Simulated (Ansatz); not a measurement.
# AlNH4 (AlH2(NH2)) at HF/STO-3G

What is the energy change on altering one bond length of AlNH4 (AlH2(NH2)) at HF/STO-3G? 

Program for the calculation: Ansatz 0.2.0.

54 further runs of the same task are left out: 2 that didn't finish, 52 set aside as unsound or not needed.

## (1) The structure to begin with

The species is AlNH4 (6 atoms), meant as a singlet with charge 0. As SMILES, `[H][Al]([H])[NH2]`. The shape comes from GFN2-xTB, which is rough for such elements, and wasn't checked as a minimum.

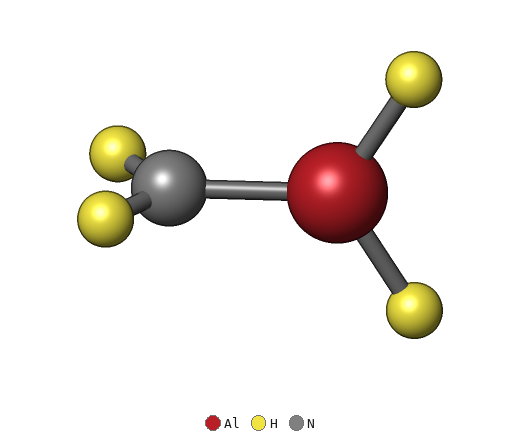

The structure, seen from a chosen angle (aluminium red, hydrogen yellow, nitrogen grey).

## (2) A single-point energy at HF/STO-3G

Input file run.yaml:

```yaml
crystal:
  periodic: [false, false, false]
  atoms:
    - {symbol: Al, position_ang: [0.411220, 0.709780, 0.004090]}
    - {symbol: H, position_ang: [1.951140, 0.754090, 0.040220]}
    - {symbol: H, position_ang: [-0.317540, 2.068550, -0.020570]}
    - {symbol: N, position_ang: [-0.477760, -0.827010, -0.006690]}
    - {symbol: H, position_ang: [-0.803830, -1.337930, -0.819770]}
    - {symbol: H, position_ang: [-0.763230, -1.367490, 0.802720]}
basis:
  gaussian: {orbitals: STO-3G}
hamiltonian: {xc: hf}
accuracy: high
```

On the command line:

```bash
$ ansatz run run.yaml --threads 1 --pin off --max-ram 2610MiB --events-out events.jsonl --progress --plain --runs-dir runs
```

Standard output:

```text
Warning: RAYON_NUM_THREADS=1 ignored (pool sized by the plan → 1); use --threads N
Functional definition: HF
  name "HF"
  exchange = exact_x
  correlation = 0
312 factors; integrals over basis functions are off by at most 1.4e-8 eV
mean field evaluation 1: about -8028.0547 eV, gradient 1.9e1 eV
mean field evaluation 2: about -8028.0781 eV, gradient 1.9e1 eV
mean field evaluation 4: about -8029.3205 eV, gradient 8.3e-1 eV
mean field evaluation 8: about -8029.3233 eV, gradient 1.4e-6 eV
mean field -8029.32330925 eV, -295.0721891442 hartree, gradient 6.8e-8 eV, S^2 0.000000; 0 other end points of the search recorded, 0 dependent functions left out
reference -8029.32330925 eV, -295.0721891442 hartree; 12, 12 occupied and 6, 6 virtual orbitals, 312 factors
Total energy: -8029.32330925 eV, -295.0721891442 hartree
```

Run time: 0.1 s. Hardware: 1 thread of Intel Xeon Platinum 8488C (Sapphire Rapids), shared host.

## (3) The distorted shape

Input file job.yaml:

```yaml
crystal:
  periodic: [false, false, false]
  atoms:
    - {symbol: Al, position_ang: [0.482575, 0.844876, -0.198226]}
    - {symbol: H, position_ang: [2.022495, 0.889186, -0.162096]}
    - {symbol: H, position_ang: [-0.246185, 2.203646, -0.222886]}
    - {symbol: "N", position_ang: [-0.406405, -0.691914, -0.209006]}
    - {symbol: H, position_ang: [-0.732475, -1.202834, -1.022086]}
    - {symbol: H, position_ang: [-0.763230, -1.367490, 0.802720]}
basis:
  gaussian: {orbitals: STO-3G}
hamiltonian: {xc: hf}
accuracy: high
```

On the command line:

```bash
$ ansatz run job.yaml --threads 1 --pin off --max-ram 2610MiB --events-out events.jsonl --progress --plain --runs-dir runs
```

Standard output:

```text
Warning: RAYON_NUM_THREADS=1 ignored (pool sized by the plan → 1); use --threads N
[... 4 set-up lines as earlier in the session ...]
312 factors; integrals over basis functions are off by at most 3.4e-9 eV
mean field evaluation 1: about -8026.6606 eV, gradient 2.0e1 eV
mean field evaluation 2: about -8026.6787 eV, gradient 2.0e1 eV
mean field evaluation 4: about -8028.0928 eV, gradient 9.6e-1 eV
mean field evaluation 8: about -8028.0967 eV, gradient 1.9e-6 eV
mean field -8028.09668652 eV, -295.0271115901 hartree, gradient 7.2e-8 eV, S^2 0.000000; 0 other end points of the search recorded, 0 dependent functions left out
reference -8028.09668652 eV, -295.0271115901 hartree; 12, 12 occupied and 6, 6 virtual orbitals, 312 factors
Total energy: -8028.09668652 eV, -295.0271115901 hartree
```

Wall time 0.1 s (1 thread of Intel Xeon Platinum 8488C (Sapphire Rapids), shared host).

## (4) Summary of results

Level: HF/STO-3G.

| quantity | value |
| --- | --- |
| first shape: total energy | -295.07219 Eh |
| distorted shape: total energy | -295.02711 Eh |
| energy change with the N4–H6 bond stretched from 1.014 to 1.268 Å | 1.227 eV |

**Reading.** With the N4–H6 bond stretched from 1.014 to 1.268 Å the energy rises by 1.23 eV (118 kJ/mol). The first shape isn't relaxed at this level, so the change isn't measured from a minimum. The minimal basis adds a large error of its own.
